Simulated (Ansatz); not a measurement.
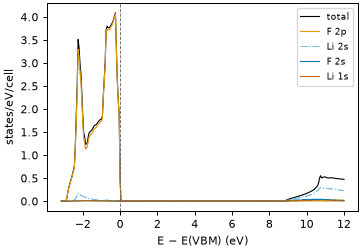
Figure. Total and projected density of states of LiF (rock salt, Fm-3m), the program Ansatz at the PBE level (PAW)

Q: Which orbitals carry the states next to the gap?

A: Top 1 eV of the valence band: F 2p 99 %. Bottom 1 eV of the conduction band: Li 2s 63 %, F 2s 24 %, Li 1s 7 %. Projections are on Löwdin-orthogonalised atomic valence shells; empty p or d shells of many metals are not among them.

The cell was relaxed with PBE under the symmetry of its start.

Potentials: the later of the program's two PAW sets.
